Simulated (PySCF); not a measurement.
C$_{3}$H$_{3}$N, SMILES `C=CC#N`.

PySCF calculation, r2SCAN/def2-TZVP, gas phase; geometry: GFN2-xTB. No frequency check shows the geometry to be a minimum.

Cartesian coordinates (Å):

```
C1       1.5865   -0.3562    0.0000
C2       0.5770    0.5065    0.0000
C3      -0.7727    0.0948    0.0000
N4      -1.8723   -0.2291    0.0000
H5       1.4194   -1.4209    0.0000
H6       2.6108   -0.0240    0.0000
H7       0.7306    1.5782    0.0000
```

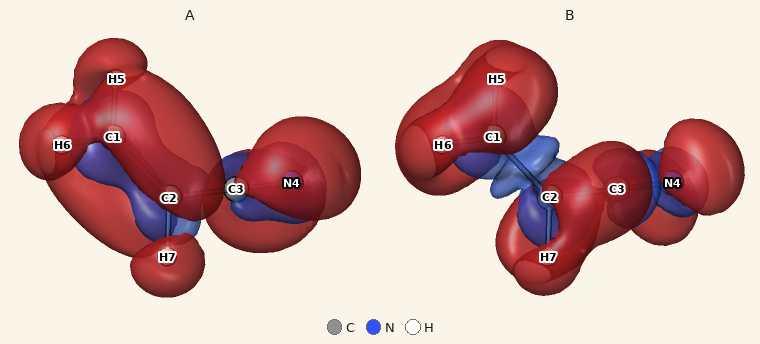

The two Fukui functions at ±0.02 e/Å³ (red positive, blue negative).

Q: Which panel is f⁻ (electron removed) and which f⁺ (electron added)?

A: A is f⁻, B is f⁺. f⁻ (Hirshfeld-condensed) is largest on N4 (0.26), C1 (0.22) and C2 (0.17); the vertical ionisation energy is 10.68 eV (the stability of the cation's solution wasn't checked). f⁺ (Hirshfeld-condensed) is largest on C1 (0.23), N4 (0.22) and C2 (0.17); the vertical electron affinity is −0.35 eV (the stability of the anion's solution wasn't checked; negative, but this basis has no diffuse functions, so it doesn't show that the anion is unbound).

Q: What chemical potential and hardness follow from the two energies?

A: μ = −(I + A)/2 = −5.16 eV and η = I − A = 11.04 eV.

Run time: 2.3 min on 1 thread of Arm Neoverse V2, on a shared host, peak memory 0.65 GiB.
